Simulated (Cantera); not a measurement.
A closed system holds: 1 mol SiHCl3, 2 mol NH3, 2.5 mol H2, equilibrated at 1800 Pa.

These are equilibrium values from Cantera (NASA tables, ideal gas, pure condensed phases), not measurements of a reactor. Candidate condensed phases: NH4Cl, Si, Si3N4; 28 gas species. The tables' values for SiCl3, SiCl, SiN are old estimates; treat these amounts as uncertain. Gases not in the tables: Si2H6 and higher silanes. Kinetics and transport are ignored.

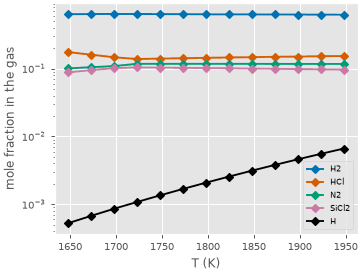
Equilibrium gas composition (values under 1e-9 drawn at 1e-9)

**Question.** Read off the mole fractions at 1898 K.

**Answer.** H2 about 0.63, HCl about 0.15, N2 about 0.12, SiCl2 about 0.098, H about 0.0046.
